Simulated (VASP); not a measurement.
Band structure of MgS (space group P6_3mc). These are PBEsol GGA, VASP's PBE PAW potentials (set 64) (plane waves; VASP) values and carry that method's errors.

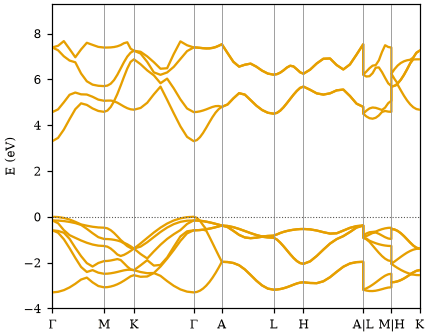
Figure. Bands along high-symmetry lines, zero at the valence-band maximum or, without a gap, the Fermi level

Problem. Read the plot: is there a gap, and where are the band edges?

Solution. The gap is direct, 3.30 eV, from the valence maximum at Γ to the conduction minimum at Γ. (Edges off the drawn lines would not show.)

The structure comes from a computed database's MgS entry (P6_3mc); how it stands against other phases isn't given here. It was relaxed first.
